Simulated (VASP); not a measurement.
Band structure of HfO₂ (fluorite). These are PBE GGA, VASP's PBE PAW potentials (set 64) (plane waves; VASP) values and carry that method's errors.

Unless said otherwise, spin-orbit coupling is left out, though it shifts the bands of the heavy elements here.

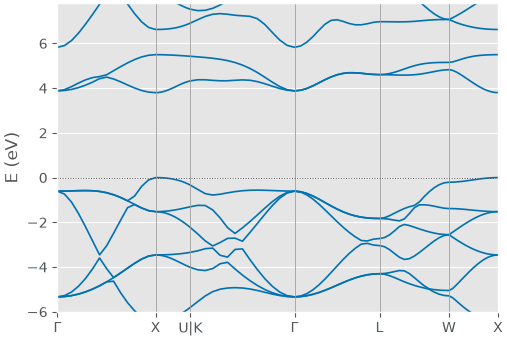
Bands along high-symmetry lines, zero at the valence-band maximum or, without a gap, the Fermi level

Read the plot: is there a gap, and where are the band edges?

The gap is direct, 3.80 eV, from the valence maximum at X to the conduction minimum at X. (Edges off the drawn lines would not show.)

The compound is HfO2 in the fluorite structure, the high-temperature cubic form, which is unstable at 0 K; the monoclinic form is the stable one. It was relaxed first.
